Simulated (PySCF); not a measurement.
**C2H4BCl (SMILES C=CBCl) at 5 levels**

Wanted: a comparison of 5 runs (HF/STO-3G, HF/def2-SVP, PBE/def2-SVP, PBE0/cc-pVDZ, PBE0/def2-SVP) of C2H4BCl. The job is set up through a Python script.

Program for the calculation: PySCF 2.14.0.

## Step 1: The system as given

The species is C2H4BCl (8 atoms), meant as a singlet with charge 0. As SMILES, `C=CBCl`. The shape is that of a PBE0-D4/def2-TZVP optimisation. This is one conformer, not always the lowest.

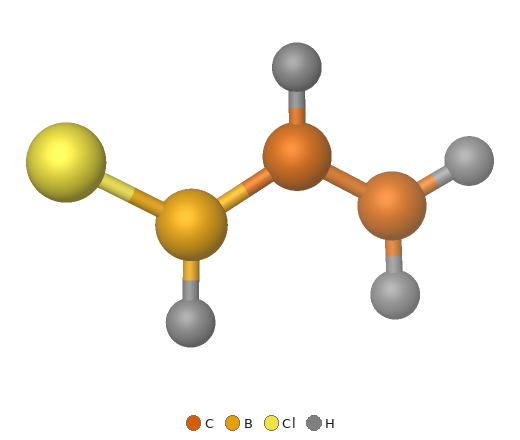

Viewed from a chosen angle; carbon orange, boron amber, chlorine yellow, hydrogen grey.

## Step 2: Energy and forces at HF/STO-3G (run 1)

calc.py reads:

```python
from pyscf import gto, scf

system = gto.Mole()
system.atom = '''
C    0.357400   1.219900  -0.260000
C    0.353800   0.057700   0.401100
B   -0.528600  -1.094400  -0.086400
Cl  -0.555100  -2.627600   0.756600
H   -0.259700   1.360400  -1.142800
H    0.965100   2.067000   0.044900
H    0.984000  -0.048700   1.281300
H   -1.225000  -0.991500  -1.050400
'''
system.verbose = 4
system.spin = 0
system.basis = 'sto-3g'
system.max_memory = 1860
system.charge = 0
system.build()

calc0 = scf.RHF(system)
calc0.conv_tol = 1e-10
calc0.kernel()
if not calc0.converged:
    calc0 = calc0.newton().run(calc0.mo_coeff, calc0.mo_occ)

energy = calc0.e_tot
print('E(%s) = %.9f' % ('HF', energy))
grad = calc0.nuc_grad_method().kernel()
calc0.analyze()
```

The run is started by

```console
$ OMP_NUM_THREADS=1 python calc.py
```

Standard output:

```text
PySCF version 2.14.0

[... 77 lines left out ...]
Nuclear Repulsion Energy =             121.187273977407827
[... 3 lines left out ...]
DFT Exchange-Correlation Energy =      -43.332080681836828
[... 5 lines left out ...]
MO #4   energy= -10.3676679174344  occ= 2
[... 3 lines left out ...]
MO #8   energy= -7.47540950590563  occ= 2
[... 3 lines left out ...]
MO #12  energy= -0.657358585390638 occ= 2
[... 3 lines left out ...]
MO #16  energy= -0.453359550279996 occ= 2
[... 3 lines left out ...]
MO #20  energy= 0.174799240463     occ= 0
[... 3 lines left out ...]
MO #24  energy= 0.656429195323826  occ= 0
[... 3 lines left out ...]
MO #28  energy= 0.996770848655794  occ= 0
 ** Mulliken pop on meta-lowdin orthogonal AOs  **
 ** Mulliken pop  **
pop of  0 C 1s            1.99983
pop of  0 C 2s            1.04787
pop of  0 C 2px           0.94893
pop of  0 C 2py           1.02297
pop of  0 C 2pz           0.98661
pop of  1 C 1s            1.99981
pop of  1 C 2s            1.03430
pop of  1 C 2px           1.02516
pop of  1 C 2py           1.04329
pop of  1 C 2pz           1.01232
pop of  2 B 1s            1.99951
pop of  2 B 2s            0.92325
pop of  2 B 2px           0.54593
pop of  2 B 2py           0.68691
pop of  2 B 2pz           0.66314
pop of  3 Cl 1s           2.00000
pop of  3 Cl 2s           1.99987
pop of  3 Cl 3s           1.87784
pop of  3 Cl 2px          1.99997
pop of  3 Cl 2py          1.99970
pop of  3 Cl 2pz          1.99989
pop of  3 Cl 3px          1.91592
pop of  3 Cl 3py          1.54045
pop of  3 Cl 3pz          1.81189
pop of  4 H 1s            0.95352
pop of  5 H 1s            0.95391
pop of  6 H 1s            0.95940
pop of  7 H 1s            1.04779
 ** Mulliken atomic charges  **
charge of    0C =     -0.00622
charge of    1C =     -0.11489
charge of    2B =      0.18126
charge of    3Cl =     -0.14553
charge of    4H =      0.04648
charge of    5H =      0.04609
charge of    6H =      0.04060
charge of    7H =     -0.04779
Dipole moment(X, Y, Z, Debye):  0.47762,  2.59535, -0.86499
```

It took 3 s on 1 thread of Intel Xeon at 2.70GHz, shared host; peak memory 0.12 GiB.

## Step 3: Energy and gradient at HF/def2-SVP (run 2)

run.py reads:

```python
import pyscf.grad
from pyscf import gto

mol = gto.M(
    atom='''
C      0.357400     1.219900    -0.260000
C      0.353800     0.057700     0.401100
B     -0.528600    -1.094400    -0.086400
Cl    -0.555100    -2.627600     0.756600
H     -0.259700     1.360400    -1.142800
H      0.965100     2.067000     0.044900
H      0.984000    -0.048700     1.281300
H     -1.225000    -0.991500    -1.050400
''',
    basis='def2-svp',
    max_memory=1860,
    verbose=4,
)

calc0 = mol.RHF()
calc0.conv_tol = 1e-10
calc0.kernel()
if not calc0.converged:
    calc0 = calc0.newton().run(calc0.mo_coeff, calc0.mo_occ)

e_final = calc0.e_tot
print('E = %.10f Eh' % e_final)
grad = calc0.Gradients().kernel()
dip = calc0.dip_moment()
pop, q = calc0.mulliken_pop()
```

The run is started by

```console
$ OMP_NUM_THREADS=1 python run.py
```

Standard output:

```text
PySCF version 2.14.0

[... 64 lines left out ...]
converged SCF energy = -562.050549011657
[... 12 lines left out ...]
Dipole moment(X, Y, Z, Debye):  0.51873,  2.05518, -0.50238
[... 50 lines left out ...]
pop of  3 Cl 3px          0.73489
pop of  3 Cl 3py          0.65950
pop of  3 Cl 3pz          0.71657
pop of  3 Cl 4px          1.16501
pop of  3 Cl 4py          0.93243
pop of  3 Cl 4pz          1.09418
pop of  3 Cl 3dxy         0.00301
pop of  3 Cl 3dyz         0.00949
pop of  3 Cl 3dz^2        0.00246
pop of  3 Cl 3dxz         0.00098
pop of  3 Cl 3dx2-y2      0.00763
pop of  4 H 1s            0.75297
pop of  4 H 2s            0.15228
pop of  4 H 2px           0.00869
pop of  4 H 2py           0.00333
pop of  4 H 2pz           0.01400
pop of  5 H 1s            0.75364
pop of  5 H 2s            0.15230
pop of  5 H 2px           0.00838
pop of  5 H 2py           0.01279
pop of  5 H 2pz           0.00454
pop of  6 H 1s            0.75215
pop of  6 H 2s            0.16361
pop of  6 H 2px           0.00893
pop of  6 H 2py           0.00383
pop of  6 H 2pz           0.01371
pop of  7 H 1s            0.75769
pop of  7 H 2s            0.30889
pop of  7 H 2px           0.00491
pop of  7 H 2py           0.00114
pop of  7 H 2pz           0.00903
 ** Mulliken atomic charges  **
charge of    0C =     -0.02102
charge of    1C =     -0.19716
charge of    2B =      0.29132
charge of    3Cl =     -0.18633
charge of    4H =      0.06873
charge of    5H =      0.06835
charge of    6H =      0.05778
charge of    7H =     -0.08166
```

It took 10 s on 1 thread of Intel Xeon at 2.70GHz, shared host; peak memory 0.16 GiB.

Runs 3 to 4 aren't shown in full; the table further down has their settings and results.

## Step 4: Energy and gradient at PBE0/def2-SVP (run 5)

calc.py reads:

```python
from pyscf import gto, dft

molecule = gto.M(
    atom='''
C      0.675388     2.305277    -0.491329
C      0.668585     0.109037     0.757969
B     -0.998909    -2.068116    -0.163272
Cl    -1.048987    -4.965444     1.429767
H     -0.490762     2.570783    -2.159579
H      1.823775     3.906064     0.084849
H      1.859491    -0.092030     2.421306
H     -2.314915    -1.873663    -1.984968
''',
    verbose=4,
    spin=0,
    max_memory=1860,
    basis='def2-svp',
    unit='bohr',
)

mf = dft.RKS(molecule)
mf.xc = 'pbe0'
mf.grids.level = 5
mf.conv_tol = 1e-10
mf.kernel()
if not mf.converged:
    mf = mf.newton().run(mf.mo_coeff, mf.mo_occ)

e_final = mf.e_tot
print('Final energy', e_final)
grad = mf.nuc_grad_method().kernel()
dip = mf.dip_moment()
pop, q = mf.mulliken_pop()
```

The run is started by

```console
$ OMP_NUM_THREADS=1 python calc.py
```

Standard output:

```text
PySCF version 2.14.0

[... 75 lines left out ...]
converged SCF energy = -563.175551935055
Final energy -563.1755519350546
[... 12 lines left out ...]
Dipole moment(X, Y, Z, Debye):  0.57068,  1.73419, -0.25111
[... 50 lines left out ...]
pop of  3 Cl 3px          0.74968
pop of  3 Cl 3py          0.67712
pop of  3 Cl 3pz          0.73363
pop of  3 Cl 4px          1.11742
pop of  3 Cl 4py          0.89252
pop of  3 Cl 4pz          1.05055
pop of  3 Cl 3dxy         0.00371
pop of  3 Cl 3dyz         0.00789
pop of  3 Cl 3dz^2        0.00290
pop of  3 Cl 3dxz         0.00120
pop of  3 Cl 3dx2-y2      0.00622
pop of  4 H 1s            0.74092
pop of  4 H 2s            0.16765
pop of  4 H 2px           0.00811
pop of  4 H 2py           0.00433
pop of  4 H 2pz           0.01187
pop of  5 H 1s            0.74336
pop of  5 H 2s            0.17077
pop of  5 H 2px           0.00785
pop of  5 H 2py           0.01112
pop of  5 H 2pz           0.00515
pop of  6 H 1s            0.74473
pop of  6 H 2s            0.18113
pop of  6 H 2px           0.00831
pop of  6 H 2py           0.00497
pop of  6 H 2pz           0.01173
pop of  7 H 1s            0.74261
pop of  7 H 2s            0.26672
pop of  7 H 2px           0.00442
pop of  7 H 2py           0.00139
pop of  7 H 2pz           0.00776
 ** Mulliken atomic charges  **
charge of    0C =     -0.04562
charge of    1C =     -0.06763
charge of    2B =      0.04466
charge of    3Cl =     -0.08651
charge of    4H =      0.06712
charge of    5H =      0.06175
charge of    6H =      0.04913
charge of    7H =     -0.02290
```

Run time: 30 s. Hardware: 1 thread of Intel Xeon at 2.70GHz, shared host; peak memory 0.78 GiB.

## Step 5: The series

```tsv
run	level	integration grid	energy (Eh)	dipole moment (D)	HOMO energy (eV)	LUMO energy (eV)	wall time
1	HF/STO-3G	–	-556.087220	2.78	-9.47	4.76	3 s
2	HF/def2-SVP	–	-562.050549	2.18	-10.79	1.84	10 s
3	PBE/def2-SVP	5	-563.116336	1.66	-6.89	-2.85	31 s
4	PBE0/cc-pVDZ	5	-563.404826	1.99	-8.35	-1.94	39 s
5	PBE0/def2-SVP	5	-563.175552	1.84	-8.33	-1.94	30 s
```

## Step 6: Results

| quantity | value |
| --- | --- |
| run 5: total energy | -563.17555 Eh |
| run 5: dipole moment | 1.84 D |
| run 5: HOMO energy | -8.33 eV |
| run 5: LUMO energy | -1.94 eV |
| run 5: HOMO–LUMO gap | 6.38 eV |
| run 5: largest force on an atom | 0.349 eV/Å |

The dipole moment (its size) runs from 1.66 D (PBE/def2-SVP) to 2.78 D (HF/STO-3G). The two ends differ in method and basis. The HOMO–LUMO gap runs from 4.03 eV (PBE/def2-SVP) to 14.22 eV (HF/STO-3G). Totals of different functionals can't be ranked against each other. In run 1 the basis is minimal, so the values are rough. All runs together took 1.9 min, the longest 39 s.
